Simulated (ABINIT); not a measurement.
**Quasiparticle gap of NaCl (Fm-3m) in ABINIT**

How does a plane-wave GW calculation on NaCl (Fm-3m) run from the first input to the gap?

Program: ABINIT 10.8.3. Level of theory: PBE and many-body steps on it, plane waves. Results are calculated unless marked as measured.

The database entry behind the starting cell differs from later determinations by our own check (an axis about 0.4 % short against later determinations), so it need not match the best structure at ambient conditions.

## (1) Set-up

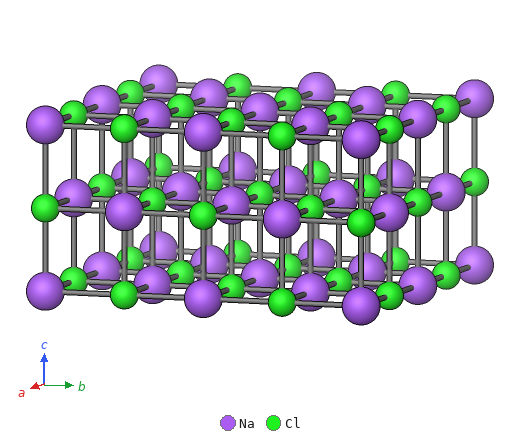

Start, viewed slightly off an axis; sodium purple, chlorine green. 2×2×1 cells are drawn. This picture shows the conventional cell, with its axes. Some periodic images of atoms are drawn too.

The cell and positions come from the Crystallography Open Database and are kept as given unless a step says otherwise.

## (2) Ground state

This step: ABINIT 10.8.3; DFT, PBE, plane waves, norm-conserving pseudopotentials.

The ground-state density comes first.

Input file run.abi:

```
acell 3*1.0 Angstrom
rprim 
  0.000000000000 2.810000000000 2.810000000000
  2.810000000000 0.000000000000 2.810000000000
  2.810000000000 2.810000000000 0.000000000000
ntypat 2
znucl 11 17
natom 2
typat 1 2
xred 
  0.000000000000 0.000000000000 0.000000000000
  0.500000000000 0.500000000000 0.500000000000
pp_dirpath "pseudos"
pseudos "Na.upf, Cl.upf"
ecut 38
ngkpt 6 6 6
nshiftk 1
shiftk 0 0 0
kptopt 1
chksymbreak 0
nband 13
occopt 1
tolvrs 1e-10
nstep 60
prtwf 0
optforces 0
optstress 0
indata_prefix "in"
outdata_prefix "out"
tmpdata_prefix "tmp"
```

On the command line:

```sh
$ OMP_NUM_THREADS=1 mpirun -n 8 abinit run.abi > log
```

Numbers of over 12 decimals in the logs are rounded to 6 here.

Output:

```text
.Version 10.8.3 of ABINIT. v10.8.2 released Aug 2026.

 Symmetries : space group Fm -3 m (#225); Bravais cF (face-center cubic)
================================================================================
 Values of the parameters that define the memory need of the present run
     intxc =       0    ionmov =       0      iscf =       7    lmnmax =       6
     lnmax =       6     mgfft =      45  mpssoang =       3    mqgrid =    3001
     natom =       2  nloc_mem =       1    nspden =       1   nspinor =       1
    nsppol =       1      nsym =      48    n1xccc =    2501    ntypat =       2
    occopt =       1   xclevel =       2
-    mband =          13        mffmem =           1         mkmem =           2
       mpw =        3377          nfft =       91125          nkpt =          16
================================================================================
  Rough estimation (10% accuracy) of disk space for files :
================================================================================

--------------------------------------------------------------------------------
------------- Echo of variables that govern the present computation ------------
--------------------------------------------------------------------------------
 -outvars: echo values of preprocessed input variables --------
            acell      1.8897261259E+00  1.8897261259E+00  1.8897261259E+00 Bohr

      chksymbreak           0
             ecut      3.80000000E+01 Hartree
-          fftalg         312

              ixc     -101130
              kpt      0.00000000E+00  0.00000000E+00  0.00000000E+00
                       1.66666667E-01  0.00000000E+00  0.00000000E+00
                       3.33333333E-01  0.00000000E+00  0.00000000E+00
                       5.00000000E-01  0.00000000E+00  0.00000000E+00
                       1.66666667E-01  1.66666667E-01  0.00000000E+00
                       3.33333333E-01  1.66666667E-01  0.00000000E+00
                       5.00000000E-01  1.66666667E-01  0.00000000E+00
                      -3.33333333E-01  1.66666667E-01  0.00000000E+00
                      -1.66666667E-01  1.66666667E-01  0.00000000E+00
   [... 5 further rows ...]
                      -3.33333333E-01  3.33333333E-01  1.66666667E-01
                      -3.33333333E-01  5.00000000E-01  1.66666667E-01
         kptrlatt        6    0    0      0    6    0      0    0    6
          kptrlen      4.50579507E+01
P           mkmem           2
            natom           2
            nband          13
            ngfft          45      45      45
             nkpt          16
            nstep          60
             nsym          48
           ntypat           2
              occ      2.000000  2.000000  2.000000  2.000000  2.000000  2.000000
                       2.000000  2.000000  0.000000  0.000000  0.000000  0.000000
                       0.000000
        optforces           0
        optstress           0
            prtwf           0
            rprim      0.0000000000E+00  2.8100000000E+00  2.8100000000E+00
[...]
spgroup         225

           tolvrs      1.00000000E-10

             xred      0.0000000000E+00  0.0000000000E+00  0.0000000000E+00
[...]
znucl       11.00000   17.00000

================================================================================

 chkinp: Checking input parameters for consistency.

================================================================================
== DATASET  1 ==================================================================
-   mpi_nproc: 8, omp_nthreads: 1 (-1 if OMP is not activated)

--- !DatasetInfo
iteration_state: {dtset: 1, }
dimensions: {natom: 2, nkpt: 16, mband: 13, nsppol: 1, nspinor: 1, nspden: 1, mpw: 3377, }
cutoff_energies: {ecut:  38.0, pawecutdg:  -1.0, }
electrons: {nelect:   1.60000000E+01, charge:   0.00000000E+00, occopt:   1.00000000E+00, tsmear:   1.00000000E-02, }

 Real(R)+Recip(G) space primitive vectors, cartesian coordinates (Bohr,Bohr^-1):
 R(1)=  0.0000000  5.3101304  5.3101304  G(1)= -0.0941596  0.0941596  0.0941596
 R(2)=  5.3101304  0.0000000  5.3101304  G(2)=  0.0941596 -0.0941596  0.0941596
 R(3)=  5.3101304  5.3101304  0.0000000  G(3)=  0.0941596  0.0941596 -0.0941596
 Unit cell volume ucvol=  2.9946465E+02 bohr^3
 Angles (23,13,12)=  6.00000000E+01  6.00000000E+01  6.00000000E+01 degrees

 getcut: wavevector=  0.0000  0.0000  0.0000  ngfft=  45  45  45
         ecut(hartree)=     38.000   => boxcut(ratio)=   2.11142

--- Pseudopotential description ------------------------------------------------
- Na Generated using ONCVPSP code by D. R. Hamann
- 11.00000   9.00000  171031                  znucl, zion, pspdat
12 -101130 1 -1 1992                          pspcod,pspxc,lmax,lloc,mmax
     nproj     2     2     0
  pspatm : epsatm=    9.36084378
         --- l  ekb(1:nproj) -->
[...]
pspatm: atomic psp has been read  and splines computed

- Cl Generated using ONCVPSP code by D. R. Hamann
- 17.00000   7.00000  171031                  znucl, zion, pspdat
12 -101130 2 -1 1028                          pspcod,pspxc,lmax,lloc,mmax
     nproj     2     2     2
  pspatm : epsatm=    9.12776517
         --- l  ekb(1:nproj) -->
[...]
2   -2.938609   -0.805455
 pspatm: atomic psp has been read  and splines computed

   2.95817743E+02                                ecore*ucvol(ha*bohr**3)
--------------------------------------------------------------------------------

_setup2: Arith. and geom. avg. npw (full set) are    3353.282    3353.266

================================================================================

--- !BeginCycle
iteration_state: {dtset: 1, }
solver: {iscf: 7, nstep: 60, nline: 4, wfoptalg: 0, }
tolerances: {tolvrs: 1.00E-10, }

     iter   Etot(hartree)      deltaE(h)  residm     vres2
 ETOT  1  -62.210141125567    -6.221E+01 1.442E-01 1.103E+02
 ETOT  2  -62.245036518895    -3.490E-02 1.735E-03 9.286E+00
 ETOT  3  -62.246103774477    -1.067E-03 3.238E-04 4.789E-01
 ETOT  4  -62.246123365857    -1.959E-05 5.804E-05 4.443E-02
 ETOT  5  -62.246124953469    -1.588E-06 3.161E-05 2.052E-03
 ETOT  6  -62.246125381955    -4.285E-07 1.100E-05 3.957E-05
 ETOT  7  -62.246125384850    -2.895E-09 4.661E-05 3.905E-07
 ETOT  8  -62.246125384858    -7.901E-12 2.216E-05 1.135E-08
 ETOT  9  -62.246125384855     2.316E-12 7.450E-05 3.136E-11

 At SCF step    9       vres2   =  3.14E-11 < tolvrs=  1.00E-10 =>converged.

--- !ResultsGS
iteration_state: {dtset: 1, }
comment   : Summary of ground state results
lattice_vectors:
- [  0.0000000,   5.3101304,   5.3101304, ]
- [  5.3101304,   0.0000000,   5.3101304, ]
- [  5.3101304,   5.3101304,   0.0000000, ]
lattice_lengths: [   7.50966,    7.50966,    7.50966, ]
lattice_angles: [ 60.000,  60.000,  60.000, ] # degrees, (23, 13, 12)
lattice_volume:   2.9946465E+02
convergence: {deltae:  2.316E-12, res2:  3.136E-11, residm:  7.450E-05, diffor:  0.000E+00, }
etotal    :  -6.22461254E+01
entropy   :   0.00000000E+00
fermie    :  -1.97941144E-02
cartesian_stress_tensor: null
pressure_GPa: null
xred      :
- [  0.0000E+00,   0.0000E+00,   0.0000E+00, Na]
- [  5.0000E-01,   5.0000E-01,   5.0000E-01, Cl]
cartesian_forces: null
force_length_stats: {min: null, max: null, mean: null, }

 Integrated electronic density in atomic spheres:
 ------------------------------------------------
 Atom  Sphere_radius  Integrated_density
    1        2.00000          7.93502278
    2        2.00000          5.09664831
================================================================================

 ----iterations are completed or convergence reached----

 Mean square residual over all n,k,spin=   35.874E-08; max=  74.497E-06
 reduced coordinates (array xred) for    2 atoms
       0.000000000000      0.000000000000      0.000000000000
       0.500000000000      0.500000000000      0.500000000000
 rms dE/dt=  0.0000E+00; max dE/dt=  0.0000E+00; dE/dt below (all hartree)
    1       0.000000000000      0.000000000000      0.000000000000
    2       0.000000000000      0.000000000000      0.000000000000

 cartesian coordinates (angstrom) at end:
    1      0.000000     0.000000     0.000000
    2      2.810000     2.810000     2.810000
 length scales=  1.889726125908  1.889726125908  1.889726125908 bohr
              =  1.000000000000  1.000000000000  1.000000000000 angstroms
 prteigrs : about to open file out_EIG
 Fermi (or HOMO) energy (hartree) =  -0.01979   Average Vxc (hartree)=  -0.30314
 Eigenvalues (hartree) for nkpt=  16  k points:
 kpt#   1, nband= 13, wtk=  0.00463, kpt=  0.0000  0.0000  0.0000 (reduced coord)
  -1.81703   -0.78519   -0.78519   -0.78519   -0.48579   -0.01979   -0.01979   -0.01979
   0.16946    0.38673    0.38673    0.38673    0.46359
 prteigrs : prtvol=0 or 1, do not print more k-points.

--- !EnergyTerms
iteration_state     : {dtset: 1, }
comment             : Components of total free energy in Hartree
kinetic             :  3.34862313071809E+01
hartree             :  2.06310918540451E+01
xc                  : -1.14207246721135E+01
Ewald energy        : -3.45254426906187E+01
psp_core            :  9.87821926770297E-01
local_psp           : -5.87905077046437E+01
non_local_psp       : -1.26145954054759E+01
total_energy        : -6.22461253848554E+01
total_energy_eV     : -1.69380336016306E+03
band_energy         : -9.59497912475709E+00

== END DATASET(S) ==============================================================
================================================================================

 -outvars: echo values of variables after computation  --------
           etotal     -6.2246125385E+01
            nband          13
             nkpt          16
          spgroup         225
 [... the other variables as echoed above ...]

 Calculation completed.
```

Elapsed: 3.3 s, on 8 MPI ranks of AMD EPYC 9R45, shared host; peak memory 0.73 GiB.

This step gave:

| Item | Value |
| --- | --- |
| total energy | -1693.8034 eV |
| gap | 5.150 eV |
| k of the valence top | 0, 0, 0 |
| k of the conduction bottom | 0, 0, 0 |
| least direct gap | 5.150 eV |

The gap is direct, at Γ.

## (3) Bands along the symmetry lines

Levels along a band path, at the cheap level, show where the edges lie and whether the meshes to come will hold them.

Input file run.abi:

```
acell 3*1.0 Angstrom
rprim 
  0.000000000000 2.810000000000 2.810000000000
  2.810000000000 0.000000000000 2.810000000000
  2.810000000000 2.810000000000 0.000000000000
ntypat 2
znucl 11 17
natom 2
typat 1 2
xred 
  0.000000000000 0.000000000000 0.000000000000
  0.500000000000 0.500000000000 0.500000000000
pp_dirpath "pseudos"
pseudos "Na.upf, Cl.upf"
ecut 38
iscf -2
irdden 1
kptopt 0
nkpt 50
kpt 
  0.00000000 0.00000000 0.00000000
  0.06250000 0.00000000 0.06250000
  0.12500000 0.00000000 0.12500000
  0.18750000 0.00000000 0.18750000
  0.25000000 0.00000000 0.25000000
  0.31250000 0.00000000 0.31250000
  0.37500000 0.00000000 0.37500000
  0.43750000 0.00000000 0.43750000
  0.50000000 0.00000000 0.50000000
  0.51562500 0.03125000 0.51562500
  0.53125000 0.06250000 0.53125000
  0.54687500 0.09375000 0.54687500
  0.56250000 0.12500000 0.56250000
  0.57812500 0.15625000 0.57812500
  0.59375000 0.18750000 0.59375000
  0.60937500 0.21875000 0.60937500
  0.62500000 0.25000000 0.62500000
  0.37500000 0.37500000 0.75000000
  0.32812500 0.32812500 0.65625000
  0.28125000 0.28125000 0.56250000
  0.23437500 0.23437500 0.46875000
  0.18750000 0.18750000 0.37500000
  0.14062500 0.14062500 0.28125000
  0.09375000 0.09375000 0.18750000
  0.04687500 0.04687500 0.09375000
  0.00000000 0.00000000 0.00000000
  0.06250000 0.06250000 0.06250000
  0.12500000 0.12500000 0.12500000
  0.18750000 0.18750000 0.18750000
  0.25000000 0.25000000 0.25000000
  0.31250000 0.31250000 0.31250000
  0.37500000 0.37500000 0.37500000
  0.43750000 0.43750000 0.43750000
  0.50000000 0.50000000 0.50000000
  0.50000000 0.46875000 0.53125000
  0.50000000 0.43750000 0.56250000
  0.50000000 0.40625000 0.59375000
  0.50000000 0.37500000 0.62500000
  0.50000000 0.34375000 0.65625000
  0.50000000 0.31250000 0.68750000
  0.50000000 0.28125000 0.71875000
  0.50000000 0.25000000 0.75000000
  0.50000000 0.21875000 0.71875000
  0.50000000 0.18750000 0.68750000
  0.50000000 0.15625000 0.65625000
  0.50000000 0.12500000 0.62500000
  0.50000000 0.09375000 0.59375000
  0.50000000 0.06250000 0.56250000
  0.50000000 0.03125000 0.53125000
  0.50000000 0.00000000 0.50000000
istwfk *1
nband 15
nbdbuf 2
tolwfr 1e-08
nstep 40
prtwf 0
prtvol 0
indata_prefix "in"
outdata_prefix "out"
tmpdata_prefix "tmp"
```

Output:

```text
.Version 10.8.3 of ABINIT. v10.8.2 released Aug 2026.

 Symmetries : space group Fm -3 m (#225); Bravais cF (face-center cubic)
[... echo of the input left out ...]
== DATASET  1 ==================================================================
-   mpi_nproc: 8, omp_nthreads: 1 (-1 if OMP is not activated)

--- !DatasetInfo
iteration_state: {dtset: 1, }
dimensions: {natom: 2, nkpt: 50, mband: 15, nsppol: 1, nspinor: 1, nspden: 1, mpw: 3383, }
cutoff_energies: {ecut:  38.0, pawecutdg:  -1.0, }
electrons: {nelect:   1.60000000E+01, charge:   0.00000000E+00, occopt:   1.00000000E+00, tsmear:   1.00000000E-02, }

 Real(R)+Recip(G) space primitive vectors, cartesian coordinates (Bohr,Bohr^-1):
 R(1)=  0.0000000  5.3101304  5.3101304  G(1)= -0.0941596  0.0941596  0.0941596
 R(2)=  5.3101304  0.0000000  5.3101304  G(2)=  0.0941596 -0.0941596  0.0941596
 R(3)=  5.3101304  5.3101304  0.0000000  G(3)=  0.0941596  0.0941596 -0.0941596
 Unit cell volume ucvol=  2.9946465E+02 bohr^3
 Angles (23,13,12)=  6.00000000E+01  6.00000000E+01  6.00000000E+01 degrees

 getcut: wavevector=  0.0000  0.0000  0.0000  ngfft=  45  45  45
         ecut(hartree)=     38.000   => boxcut(ratio)=   2.11142

--- Pseudopotential description ------------------------------------------------
- Na Generated using ONCVPSP code by D. R. Hamann
- 11.00000   9.00000  171031                  znucl, zion, pspdat
12 -101130 1 -1 1992                          pspcod,pspxc,lmax,lloc,mmax
     nproj     2     2     0
  pspatm : epsatm=    9.36084378
         --- l  ekb(1:nproj) -->
             0    2.667291   -0.676599
             1   -6.743718   -2.407365
 pspatm: atomic psp has been read  and splines computed

- Cl Generated using ONCVPSP code by D. R. Hamann
- 17.00000   7.00000  171031                  znucl, zion, pspdat
12 -101130 2 -1 1028                          pspcod,pspxc,lmax,lloc,mmax
     nproj     2     2     2
  pspatm : epsatm=    9.12776517
         --- l  ekb(1:nproj) -->
             0    8.139296    0.698720
[...]
pspatm: atomic psp has been read  and splines computed

--------------------------------------------------------------------------------

================================================================================
 prteigrs : about to open file out_EIG
 Non-SCF case, kpt    1 (  0.00000  0.00000  0.00000), residuals and eigenvalues=
  2.58E-09  1.15E-09  3.77E-09  7.43E-09  2.51E-09  1.33E-09  6.31E-09  9.73E-09
  3.49E-09  2.08E-09  2.26E-09  7.12E-09  3.05E-09  6.99E-09  7.82E-09
 -1.8170E+00 -7.8519E-01 -7.8519E-01 -7.8519E-01 -4.8579E-01 -1.9794E-02
 -1.9794E-02 -1.9794E-02  1.6946E-01  3.8673E-01  3.8673E-01  3.8673E-01
[...]
Non-SCF case, kpt    2 (  0.06250  0.00000  0.06250), residuals and eigenvalues=
  3.04E-09  4.70E-09  1.48E-09  3.14E-09  3.80E-09  7.14E-09  3.57E-09  5.97E-09
[...]
8.37E-09  7.83E-09  2.01E-09  2.43E-09  5.74E-09  3.45E-09  1.93E-09  3.70E-09
  9.69E-09  1.43E-09  7.80E-09  7.66E-09  8.39E-09  2.32E-09  3.73E-06
[...]
Non-SCF case, kpt   49 (  0.50000  0.03125  0.53125), residuals and eigenvalues=
[...]
Non-SCF case, kpt   50 (  0.50000  0.00000  0.50000), residuals and eigenvalues=
[...]
-1.8170E+00 -7.8596E-01 -7.8550E-01 -7.8550E-01 -4.7135E-01 -8.1725E-02
 -4.2038E-02 -4.2038E-02  2.5761E-01  2.7614E-01  3.9902E-01  5.2701E-01
[...]
--- !ResultsGS
iteration_state: {dtset: 1, }
comment   : Summary of ground state results
lattice_vectors:
- [  0.0000000,   5.3101304,   5.3101304, ]
- [  5.3101304,   0.0000000,   5.3101304, ]
- [  5.3101304,   5.3101304,   0.0000000, ]
lattice_lengths: [   7.50966,    7.50966,    7.50966, ]
lattice_angles: [ 60.000,  60.000,  60.000, ] # degrees, (23, 13, 12)
lattice_volume:   2.9946465E+02
convergence: {deltae:  0.000E+00, res2:  0.000E+00, residm:  9.952E-09, diffor:  0.000E+00, }
etotal    :  -6.22461254E+01
entropy   :   0.00000000E+00
fermie    :  -1.97941144E-02
cartesian_stress_tensor: null
pressure_GPa: null
xred      :
- [  0.0000E+00,   0.0000E+00,   0.0000E+00, Na]
- [  5.0000E-01,   5.0000E-01,   5.0000E-01, Cl]
cartesian_forces: null
force_length_stats: {min: null, max: null, mean: null, }

 Integrated electronic density in atomic spheres:
 ------------------------------------------------
 Atom  Sphere_radius  Integrated_density
[...]
================================================================================

 ----iterations are completed or convergence reached----

 Mean square residual over all n,k,spin=   45.837E-10; max=  99.517E-10
 reduced coordinates (array xred) for    2 atoms
       0.000000000000      0.000000000000      0.000000000000
       0.500000000000      0.500000000000      0.500000000000

 cartesian coordinates (angstrom) at end:
    1      0.000000     0.000000     0.000000
    2      2.810000     2.810000     2.810000
 length scales=  1.889726125908  1.889726125908  1.889726125908 bohr
              =  1.000000000000  1.000000000000  1.000000000000 angstroms
 prteigrs : about to open file out_EIG
 Eigenvalues (hartree) for nkpt=  50  k points:
 kpt#   1, nband= 15, wtk=  1.00000, kpt=  0.0000  0.0000  0.0000 (reduced coord)
[...]
kpt#   2, nband= 15, wtk=  1.00000, kpt=  0.0625  0.0000  0.0625 (reduced coord)
[...]
kpt#   3, nband= 15, wtk=  1.00000, kpt=  0.1250  0.0000  0.1250 (reduced coord)
[...]
kpt#  49, nband= 15, wtk=  1.00000, kpt=  0.5000  0.0313  0.5313 (reduced coord)
  -1.81699   -0.78595   -0.78551   -0.78551   -0.47133   -0.08141   -0.04252   -0.04227
   0.25891    0.27732    0.39778    0.51051    0.52752    0.54647    0.59143
 kpt#  50, nband= 15, wtk=  1.00000, kpt=  0.5000  0.0000  0.5000 (reduced coord)
  -1.81699   -0.78596   -0.78550   -0.78550   -0.47135   -0.08172   -0.04204   -0.04204
   0.25761    0.27614    0.39902    0.52701    0.52701    0.53315    0.59152

== END DATASET(S) ==============================================================
================================================================================

 -outvars: echo values of variables after computation  --------
            nband          15
             nkpt          50
          spgroup         225
 [... the other variables as echoed above ...]

 Calculation completed.
```

Elapsed: 4.7 s, on 8 MPI ranks; peak memory 0.59 GiB.

This step gave:

| Property | Result |
| --- | --- |
| gap | 5.150 eV |
| k of the valence top | 0, 0, 0 |
| k of the conduction bottom | 0, 0, 0 |
| least direct gap | 5.150 eV |

The gap is 5.150 eV, as in the run before at this level.

Electronic bands along the path, in eV, zero at the top of the highest filled band; v1 is the highest filled band, c1 the lowest empty one:

```csv
point,v4,v3,v2,v1,c1,c2,c3,c4
Γ,-12.68,0.00,0.00,0.00,5.15,11.06,11.06,11.06
X,-12.29,-1.69,-0.61,-0.61,7.55,8.05,11.40,14.88
U,-12.28,-1.43,-1.13,-0.50,8.24,9.04,10.59,12.74
jump to K,-12.28,-1.43,-1.13,-0.50,8.24,9.04,10.59,12.74
Γ,-12.68,0.00,0.00,0.00,5.15,11.06,11.06,11.06
L,-12.34,-1.95,-0.27,-0.27,7.28,10.72,10.92,10.92
W,-12.27,-1.20,-1.20,-0.76,8.84,9.71,9.71,11.37
X,-12.29,-1.69,-0.61,-0.61,7.55,8.05,11.40,14.88
```

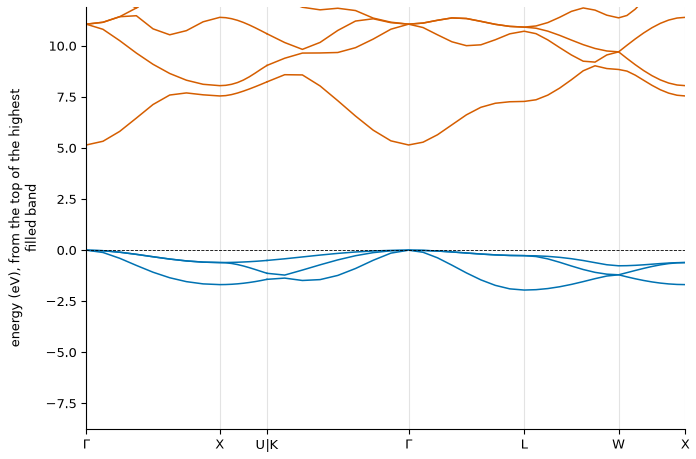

Electronic bands along the path; lines of filled and empty bands in two colours.

(Part 1 of 2 ends here.)

[Paths, hosts, dates, memory and timing lines, banners, echoed tables and standing remarks are left out of the program output.]

[Logs are printed without paths, hosts, clocks, repeated set-up lines and the standing remarks that a program may print on its own settings, such as how far it seeks lower states.]

[Runs of the session that timed out or met a known fault of the program may be left out.]

[Hosts, paths, dates, database ids (printed as entryN), source tags and the programs' standing remarks are cut or masked in the printed files.]

[G0W0 gaps are taken among the corrected bands and points alone; a level outside them can change the order at an edge.]

[Where Ansatz stands beside ABINIT at settings called matched, ABINIT's density can come from a denser mesh and the files from another edition; pairs whose starting gaps differed by over 0.03 eV were left out, so agreement reads better than it is.]
